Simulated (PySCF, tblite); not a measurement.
# C6H11BSSi: geometry, infrared bands and NMR shifts

Wanted: the infrared bands and NMR shifts of C6H11BSSi (`C#C[C@@H]1B[Si@@H](SC)CC1`), by calculation.

Computed with tblite 0.8.0 and PySCF 2.14.0, with density-fitted response routines of our own, on a single molecule in the gas phase. Atoms are numbered from 0 throughout.

**1. The molecule as given**

20 atoms, charge 0, multiplicity 1; geometry from: force field or distance geometry start.

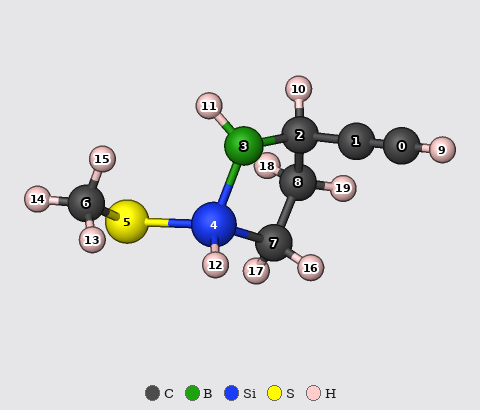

The starting geometry (carbon dark grey, boron green, silicon blue, sulfur yellow, hydrogen pink), atoms numbered.

**2. Relaxing the molecule with GFN2-xTB**

The job: settings as JSON, then the geometry in Å.

```
{"job": {"kind": "relax", "xc": "GFN2-xTB", "basis": "xTB"}, "charge": 0, "multiplicity": 1}
C     -3.574300     0.933900     0.619300
C     -2.566800     0.310300     0.728400
C     -1.309900    -0.469200     0.884000
B     -0.078200     0.532600     0.812000
Si     0.710200     0.364000    -0.903900
S      2.645000    -0.561500    -0.790400
C      3.482500     0.945400    -0.192700
C     -0.557900    -0.840900    -1.503800
C     -1.167000    -1.499300    -0.258300
H     -4.482800     1.489400     0.520700
H     -1.336100    -0.991700     1.858000
H      0.628600     0.607700     1.762500
H      0.702400     1.610800    -1.685100
H      3.383200     1.759800    -0.934700
H      4.556800     0.733000    -0.044800
H      3.049300     1.259900     0.796500
H     -1.349400    -0.288500    -2.060300
H     -0.107100    -1.613100    -2.173000
H     -0.491000    -2.304300     0.087500
H     -2.142600    -1.967500    -0.501100
```

On the command line:

```bash
$ OMP_NUM_THREADS=1 python probes_run.py task.json out
```

One launch serves the whole session: the jobs run in the order shown.

Standard output:

```text
step      E/eV     max force
  0    -668.31098    1.880
  1    -668.40095    4.440
  2    -668.52401    1.199
  3    -668.58880    0.776
  4    -668.66734    0.585
  5    -668.71089    0.587
  6    -668.74251    0.414
  7    -668.76175    0.312
  8    -668.77498    0.322
  9    -668.78730    0.328
 10    -668.80028    0.286
 11    -668.81096    0.211
 12    -668.81795    0.176
 13    -668.82225    0.174
 14    -668.82634    0.152
 15    -668.83062    0.146
 16    -668.83465    0.170
 17    -668.83861    0.148
 18    -668.84328    0.155
 19    -668.84936    0.194
 20    -668.85639    0.239
 21    -668.86316    0.217
 22    -668.86923    0.213
 23    -668.87487    0.197
 24    -668.88109    0.206
 25    -668.88803    0.221
 26    -668.89433    0.182
 27    -668.89857    0.161
 28    -668.90137    0.122
 29    -668.90359    0.117
 30    -668.90545    0.154
 31    -668.90683    0.167
 32    -668.90803    0.101
 33    -668.90892    0.083
 34    -668.90968    0.070
 35    -668.91072    0.112
 36    -668.91176    0.109
 37    -668.91259    0.070
 38    -668.91318    0.060
 39    -668.91376    0.075
 40    -668.91456    0.106
 41    -668.91552    0.103
 42    -668.91637    0.062
 43    -668.91702    0.053
 44    -668.91761    0.064
 45    -668.91829    0.071
 46    -668.91910    0.093
 47    -668.91987    0.073
 48    -668.92053    0.054
 49    -668.92109    0.052
 50    -668.92159    0.066
 51    -668.92198    0.059
 52    -668.92224    0.038
 53    -668.92242    0.032
 54    -668.92261    0.040
 55    -668.92283    0.057
 56    -668.92305    0.048
 57    -668.92323    0.027
 58    -668.92334    0.026
 59    -668.92341    0.023
 60    -668.92348    0.020
 61    -668.92357    0.026
 62    -668.92369    0.039
 63    -668.92385    0.043
 64    -668.92402    0.032
 65    -668.92418    0.029
 66    -668.92431    0.027
 67    -668.92444    0.030
 68    -668.92460    0.035
 69    -668.92478    0.028
 70    -668.92497    0.035
 71    -668.92517    0.033
 72    -668.92535    0.038
 73    -668.92548    0.029
 74    -668.92555    0.021
 75    -668.92560    0.020
 76    -668.92568    0.031
 77    -668.92580    0.046
 78    -668.92597    0.053
 79    -668.92614    0.042
 80    -668.92629    0.030
 81    -668.92644    0.048
 82    -668.92664    0.061
 83    -668.92690    0.058
 84    -668.92718    0.036
 85    -668.92742    0.036
 86    -668.92761    0.026
 87    -668.92779    0.033
 88    -668.92795    0.053
 89    -668.92807    0.022
 90    -668.92817    0.026
 91    -668.92827    0.027
 92    -668.92837    0.019
 93    -668.92849    0.021
 94    -668.92860    0.024
 95    -668.92870    0.024
 96    -668.92882    0.031
 97    -668.92895    0.031
 98    -668.92905    0.022
 99    -668.92912    0.016
100    -668.92918    0.017
101    -668.92925    0.025
102    -668.92937    0.030
103    -668.92952    0.030
104    -668.92968    0.033
105    -668.92984    0.046
106    -668.93004    0.044
107    -668.93028    0.056
108    -668.93052    0.037
109    -668.93075    0.046
110    -668.93094    0.032
111    -668.93106    0.069
112    -668.93115    0.026
113    -668.93122    0.015
114    -668.93126    0.018
115    -668.93129    0.017
116    -668.93132    0.011
117    -668.93134    0.007
```

Wall time 2 s (1 thread of Arm Neoverse N1, shared host); peak memory 0.18 GiB.

Step by step: (not every step is listed)

| step | energy from step 0 (eV) | largest force (eV/Å) |
| --- | --- | --- |
| 0 | 0.0000 | 1.8800 |
| 1 | -0.0900 | 4.4403 |
| 2 | -0.2130 | 1.1991 |
| 3 | -0.2778 | 0.7763 |
| 4 | -0.3564 | 0.5847 |
| 5 | -0.3999 | 0.5875 |
| 6 | -0.4315 | 0.4144 |
| 7 | -0.4508 | 0.3119 |
| 8 | -0.4640 | 0.3222 |
| 18 | -0.5323 | 0.1546 |
| 28 | -0.5904 | 0.1221 |
| 38 | -0.6022 | 0.0598 |
| 48 | -0.6096 | 0.0537 |
| 58 | -0.6124 | 0.0256 |
| 68 | -0.6136 | 0.0347 |
| 78 | -0.6150 | 0.0528 |
| 88 | -0.6170 | 0.0527 |
| 98 | -0.6181 | 0.0224 |
| 108 | -0.6195 | 0.0370 |
| 112 | -0.6202 | 0.0262 |
| 113 | -0.6202 | 0.0152 |
| 114 | -0.6203 | 0.0181 |
| 115 | -0.6203 | 0.0169 |
| 116 | -0.6203 | 0.0108 |
| 117 | -0.6204 | 0.0071 |

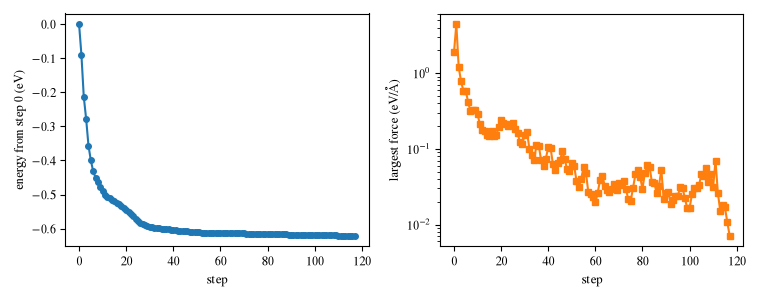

Energy and force, step by step.

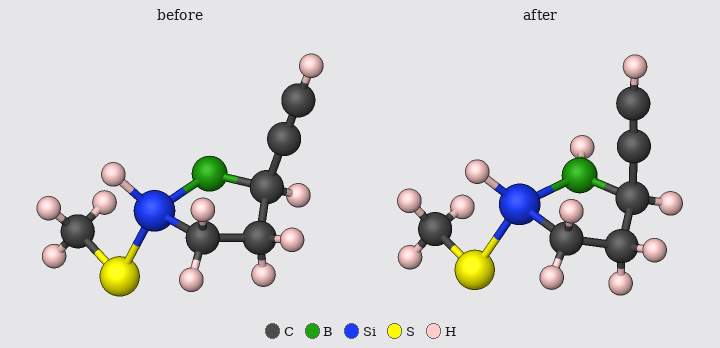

Before and after, at one scale.

Close pairs (by a distance rule), those that changed most:

| bond | before (Å) | after (Å) | change (Å) |
| --- | --- | --- | --- |
| Si4–C7 | 1.849 | 1.912 | +0.062 |
| B3–Si4 | 1.896 | 1.953 | +0.057 |
| C6–H15 | 1.125 | 1.085 | -0.040 |
| C1–C2 | 1.487 | 1.456 | -0.031 |
| C7–H17 | 1.117 | 1.088 | -0.029 |
| Si4–S5 | 2.148 | 2.175 | +0.027 |
| C7–H16 | 1.114 | 1.090 | -0.024 |
| C6–H13 | 1.106 | 1.085 | -0.021 |

The next job starts from the end point, and lists it.

**3. Vibrational analysis with GFN2-xTB**

The job: settings as JSON, then the geometry in Å.

```
{"job": {"kind": "ir", "xc": "GFN2-xTB", "basis": "xTB"}, "charge": 0, "multiplicity": 1}
C     -3.023279     1.178761     0.461398
C     -2.251625     0.287758     0.699082
C     -1.278165    -0.763760     0.959132
B     -0.201678     0.382764     1.022002
Si     0.525656     0.442291    -0.789592
S      2.537983    -0.368653    -0.945383
C      3.458303     1.025219    -0.228196
C     -0.648907    -0.903863    -1.469569
C     -1.125232    -1.695489    -0.250727
H     -3.740833     1.920111     0.267498
H     -1.571221    -1.315069     1.854170
H     -0.004039     0.989510     2.001362
H      0.534909     1.619722    -1.674963
H      3.296304     1.913664    -0.830159
H      4.508194     0.752944    -0.242965
H      3.131611     1.195436     0.792595
H     -1.501962    -0.416909    -1.942413
H     -0.206137    -1.569943    -2.206847
H     -0.379387    -2.451562     0.006424
H     -2.065643    -2.212258    -0.462246
```

Standard output:

```text
mode    cm-1     km/mol
  1      39.5      3.24
  2      42.4      5.09
  3      67.3      7.25
  4      87.8      1.21
  5     120.0      0.69
  6     142.3      0.61
  7     190.8      1.71
  8     208.8      2.25
  9     244.0     24.49
 10     277.8     13.34
 11     393.8     13.13
 12     413.8     28.33
 13     476.3     50.54
 14     559.3     91.32
 15     586.2     16.65
 16     623.8     89.68
 17     631.6     43.34
 18     652.5     29.10
 19     669.5      2.80
 20     703.9     17.59
 21     716.6    119.39
 22     731.1     23.96
 23     785.2     66.62
 24     841.4      1.59
 25     877.2      0.98
 26     946.3      0.16
 27     953.6      1.74
 28     957.6      3.17
 29     986.5     18.11
 30    1057.9     15.00
 31    1099.1     12.19
 32    1124.4      1.42
 33    1133.5     10.82
 34    1181.7     11.86
 35    1255.8      1.44
 36    1279.7      1.80
 37    1321.2      2.34
 38    1329.9      1.70
 39    1457.2      4.97
 40    1461.1      7.29
 41    1476.9      2.82
 42    1495.9      1.31
 43    2169.8    326.17
 44    2224.9      5.13
 45    2659.5     91.39
 46    2949.8     46.41
 47    2961.6     35.31
 48    2976.0     36.57
 49    2989.2     51.44
 50    3017.1     22.68
 51    3031.3      7.65
 52    3034.2     12.22
 53    3058.9      1.62
 54    3385.2      6.73
```

It took 1.8 s on 1 thread of Arm Neoverse N1, shared host; peak memory 0.18 GiB.

Which atoms move in the most intense modes:

| cm⁻¹ | km/mol | atoms |
| --- | --- | --- |
| 476 | 50.5 | Si4 38 %, S5 36 % |
| 559 | 91.3 | H12 40 %, C2 13 % |
| 624 | 89.7 | H12 66 %, H11 18 % |
| 717 | 119.4 | Si4 26 %, C7 24 %, H16 11 % |
| 785 | 66.6 | C7 33 %, H17 29 %, Si4 11 % |
| 2170 | 326.2 | H12 97 % |
| 2660 | 91.4 | H11 92 % |
| 2989 | 51.4 | H16 84 % |

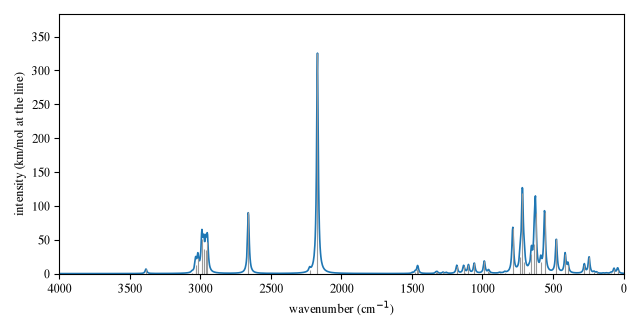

The infrared spectrum from these modes, unscaled. Lines are broadened to a width of 14 cm⁻¹ (Lorentzian).

**4. Shielding tensors: PBE0/pcSseg-1**

Same as in step 3 but for these lines:

```diff
@@ -1,2 +1,2 @@
-{"job": {"kind": "ir", "xc": "GFN2-xTB", "basis": "xTB"}, "charge": 0, "multiplicity": 1}
+{"job": {"kind": "nmr", "xc": "PBE0", "basis": "pcSseg-1"}, "charge": 0, "multiplicity": 1}
 C     -3.023279     1.178761     0.461398
```

Method: GIAO PBE0/pcSseg-1 NMR shielding, non-relativistic, gas phase.

Standard output:

```text
coarse grid: 17672 points
cycle   1  E = -946.9727779585  dE =  1.079e+00  |g| = 4.347e-01  |ddm| = 4.254e+00
cycle   2  E = -946.9712210881  dE =  1.557e-03  |g| = 4.488e-01  |ddm| = 1.080e+00
cycle   3  E = -947.0236236089  dE = -5.240e-02  |g| = 9.440e-02  |ddm| = 5.770e-01
cycle   4  E = -947.0250093763  dE = -1.386e-03  |g| = 5.750e-02  |ddm| = 1.185e-01
cycle   5  E = -947.0257911360  dE = -7.818e-04  |g| = 1.479e-02  |ddm| = 5.322e-02
cycle   6  E = -947.0258481615  dE = -5.703e-05  |g| = 3.303e-03  |ddm| = 1.637e-02
cycle   7  E = -947.0258508741  dE = -2.713e-06  |g| = 7.510e-04  |ddm| = 4.284e-03
final grid: 161224 points
cycle   8  E = -947.0814004677  dE = -4.524e-05  |g| = 9.633e-03  |ddm| = 5.136e-02
cycle   9  E = -947.0813845789  dE =  1.589e-05  |g| = 1.238e-02  |ddm| = 2.296e-02
cycle  10  E = -947.0814235996  dE = -3.902e-05  |g| = 2.058e-03  |ddm| = 1.428e-02
cycle  11  E = -947.0814246001  dE = -1.000e-06  |g| = 5.446e-04  |ddm| = 1.875e-03
cycle  12  E = -947.0814246751  dE = -7.504e-08  |g| = 1.045e-04  |ddm| = 5.658e-04
cycle  13  E = -947.0814246780  dE = -2.886e-09  |g| = 2.772e-05  |ddm| = 1.711e-04
cycle  14  E = -947.0814246782  dE = -1.899e-10  |g| = 7.320e-06  |ddm| = 4.350e-05
converged SCF energy = -947.0814246782

GIAO shielding tensors (ppm)
atom      isotropic    diamagn.    paramagn.     s11        s22        s33       span
  0 C       86.406     257.671    -171.265     -8.182     31.440    235.960    244.142
  1 C      110.599     269.564    -158.965     -1.511     44.971    288.335    289.846
  2 C      143.167     252.304    -109.137    126.002    137.625    165.875     39.873
  3 B       42.282     195.651    -153.370    -22.208     15.733    133.319    155.527
  4 Si     354.854     879.549    -524.695    316.395    357.624    390.542     74.147
  5 S      723.209    1059.017    -335.807    591.834    641.929    935.864    344.030
  6 C      172.411     250.818     -78.407    162.418    163.579    191.235     28.817
  7 C      175.790     253.334     -77.544    163.707    174.243    189.420     25.714
  8 C      154.463     246.875     -92.413    132.391    162.039    168.959     36.568
  9 H       29.569      34.026      -4.457     24.054     24.673     39.980     15.925
 10 H       27.906      28.809      -0.902     22.781     26.361     34.577     11.795
 11 H       25.088      30.292      -5.204     21.183     25.573     28.506      7.324
 12 H       26.598      29.686      -3.089     22.483     25.670     31.641      9.158
 13 H       29.605      29.119       0.486     24.223     27.435     37.158     12.935
 14 H       29.663      27.741       1.923     23.644     26.610     38.736     15.093
 15 H       29.657      30.418      -0.761     23.263     28.448     37.260     13.997
 16 H       30.532      31.471      -0.938     25.777     28.441     37.380     11.603
 17 H       30.656      30.799      -0.144     25.805     28.674     37.488     11.683
 18 H       29.820      31.160      -1.339     25.011     28.088     36.362     11.351
 19 H       29.216      29.211       0.005     23.750     27.451     36.446     12.696
```

Wall time 90 s (1 thread of Arm Neoverse N1, shared host); peak memory 0.98 GiB.

Shifts follow as δ = σ(reference) − σ, with reference shieldings (ppm) from runs at the same level and on the same kind of geometry: 1H TMS 31.72, 13C TMS 186.9, 29Si TMS 349.2, 11B BF3·OEt2 100.1, 33S CS2 504. The references are single molecules in the gas phase. Atoms listed in one row are averaged.

| atoms | environment | σ (ppm) | δ (ppm) | δ scaled to CDCl3 |
| --- | --- | --- | --- | --- |
| C0 | terminal alkyne carbon | 86.4 | 100.5 | 96.2 |
| C1 | alkyne carbon | 110.6 | 76.3 | 72.6 |
| C2 | propargylic sp3 CH bonded to B | 143.2 | 43.8 | 40.8 |
| C8 | sp3 CH2 in a ring | 154.5 | 32.5 | 29.8 |
| C6 | methyl carbon bonded to S | 172.4 | 14.5 | 7.8 |
| C7 | sp3 CH2 bonded to Si | 175.8 | 11.1 | 9.0 |
| H11 | hydrogen on a boron bonded to C, Si, in a 5-membered ring | 25.09 | 6.63 | – |
| H12 | hydrogen on a silicon bonded to C, B, S, in a 5-membered ring | 26.60 | 5.12 | – |
| H10 | hydrogen on a propargylic sp3 CH bonded to B | 27.91 | 3.81 | 3.70 |
| H19 | hydrogen on an sp3 CH2 in a ring | 29.22 | 2.50 | 2.46 |
| H9 | hydrogen on a terminal alkyne carbon | 29.57 | 2.15 | 2.13 |
| H13, H14, H15 | hydrogen on a methyl carbon bonded to S | 29.64 | 2.08 | 2.06 |
| H18 | hydrogen on an sp3 CH2 in a ring | 29.82 | 1.90 | 1.89 |
| H16 | hydrogen on an sp3 CH2 bonded to Si | 30.53 | 1.18 | 1.22 |
| H17 | hydrogen on an sp3 CH2 bonded to Si | 30.66 | 1.06 | 1.11 |
| B3 | boron bonded to C, Si, H, in a 5-membered ring | 42.3 | 57.8 | – |
| Si4 | silicon bonded to C, B, S, H, in a 5-membered ring | 354.9 | -5.7 | – |
| S5 | sulfur bonded to C, Si | 723 | -219 | – |

The scaled column applies a straight-line fit of computed shieldings to shifts measured in CDCl3, with any fitted terms for Cl, Br or S neighbours (root-mean-square error 0.16 ppm for H, 1.9 ppm for C).

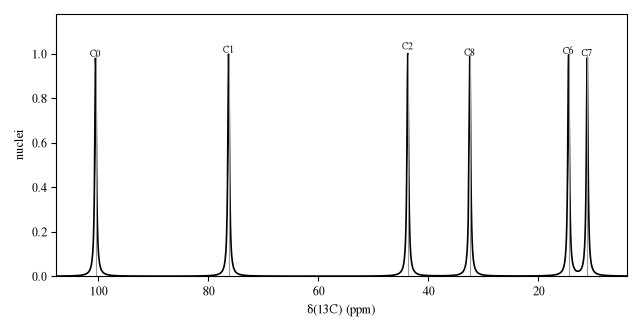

13C lines at the computed shifts, without couplings. Lines are broadened to a width of 0.36 ppm (Lorentzian).

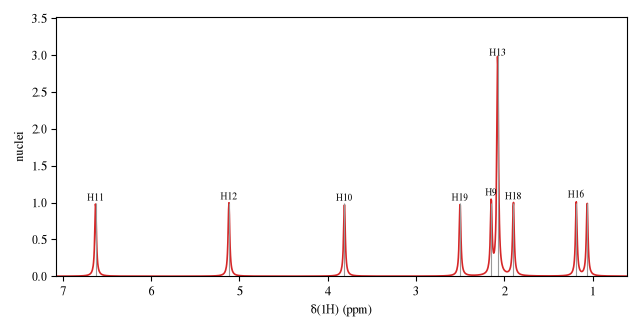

1H lines at the computed shifts, without couplings. Lines are broadened to a width of 0.02 ppm (Lorentzian).

The run also stored atomic charges by several schemes (e):

| atoms | Mulliken | IAO | Hirshfeld | ESP fit |
| --- | --- | --- | --- | --- |
| C0 | -0.33 | -0.21 | -0.07 | -0.39 |
| C1 | 0.17 | 0.00 | -0.01 | 0.04 |
| C2 | -0.36 | -0.24 | -0.08 | -0.12 |
| B3 | 0.03 | -0.14 | 0.05 | 0.11 |
| Si4 | 0.58 | 0.68 | 0.25 | 0.26 |
| S5 | -0.30 | -0.18 | -0.11 | -0.24 |
| C6 | -0.41 | -0.50 | -0.12 | -0.44 |
| C7 | -0.54 | -0.53 | -0.16 | -0.43 |
| C8 | -0.12 | -0.24 | -0.06 | 0.08 |

ESP fit charges:

C0 -0.39; C1 0.04; C2 -0.12; B3 0.11; Si4 0.26; S5 -0.24; C6 -0.44; C7 -0.43; C8 0.08; H9 0.31; H10 0.09; H11 -0.07; H12 -0.07; H13 0.15; H14 0.21; H15 0.15; H16 0.14; H17 0.14; H18 0.04; H19 0.02

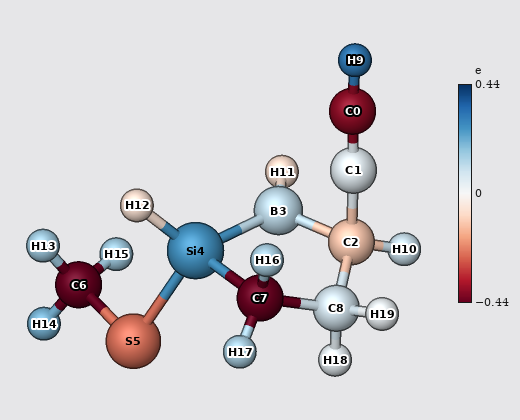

ESP fit charges, as colours on the atoms.

Mayer bond orders: C0–C1 2.46, C1–C2 0.93, C2–B3 0.91, B3–Si4 0.94, Si4–S5 1.01, S5–C6 1.00, Si4–C7 0.89, C7–C8 1.02, C8–C2 1.02.

Ring of atoms C2, B3, Si4, C7, C8: NICS(0) -2.8, NICS(1) -4.0, NICS(1)zz -3.8 ppm (means of both faces; NICS(1) differs between them: -5.4 and -2.5).

**5. Summary of results**

| quantity | value |
| --- | --- |
| strongest single infrared mode (GFN2-xTB) | 2170 cm⁻¹, 326 km/mol |
| zero-point energy (GFN2-xTB) | 94.4 kcal/mol |
| 13C shifts against TMS (PBE0/pcSseg-1) | 100.5, 76.3, 43.8, 32.5, 14.5, 11.1 ppm |
| 1H shifts against TMS (PBE0/pcSseg-1, means over atoms taken as alike) | 6.63, 5.12, 3.81, 2.50, 2.15, 2.08, 1.90, 1.18, 1.06 ppm |
| 11B shifts against BF3·OEt2 (PBE0/pcSseg-1) | 57.8 ppm |
| 29Si shifts against TMS (PBE0/pcSseg-1) | -5.7 ppm |
| 33S shifts against CS2 (PBE0/pcSseg-1) | -219 ppm |

In words: Relaxing lowered the energy by 0.620 eV in 117 steps; the close pair that moved most is Si4–C7, from 1.849 to 1.912 Å. No mode is imaginary among the 54: a minimum at this level. The strongest single mode, at 2170 cm⁻¹, moves mainly H12. Unscaled tight-binding wavenumbers are off by several per cent, some by more. Its intensities can rank the bands wrongly. At PBE0/pcSseg-1: Shielding is most anisotropic at S5 (span 344 ppm, paramagnetic term -336 ppm).
